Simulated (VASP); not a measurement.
```yaml
crystal:
  lattice:
    - [0.00000, 2.25264, 2.25264]
    - [2.25264, 0.00000, 2.25264]
    - [2.25264, 2.25264, 0.00000]
  atoms:
    - { symbol: B, position: [0.00000, 0.00000, 0.00000] }
    - { symbol: P, position: [0.25000, 0.25000, 0.25000] }
```

Level of theory: PBE GGA with D3 dispersion (Becke-Johnson damping), VASP's PBE PAW potentials (set 64) (plane waves; VASP). Run with 520 eV cut-off, 11×11×11 Γ-centred mesh, tetrahedra with Blöchl corrections, potentials B P.

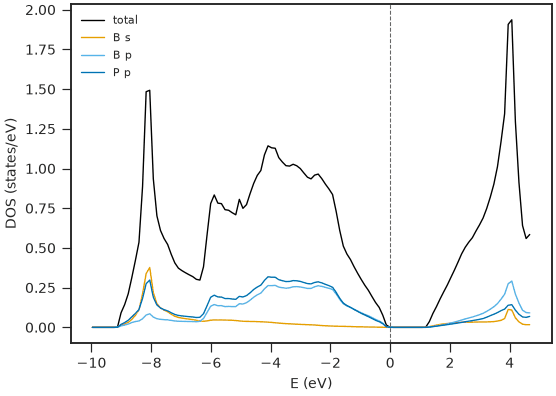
Fig. 1. Total and projected density of states, zero at the valence-band maximum

Within 2 eV below the valence-band maximum the largest weight inside VASP's projection spheres is B p, then P p.

It has a band gap.

The compound is BP in the zinc blende structure. It was relaxed first.
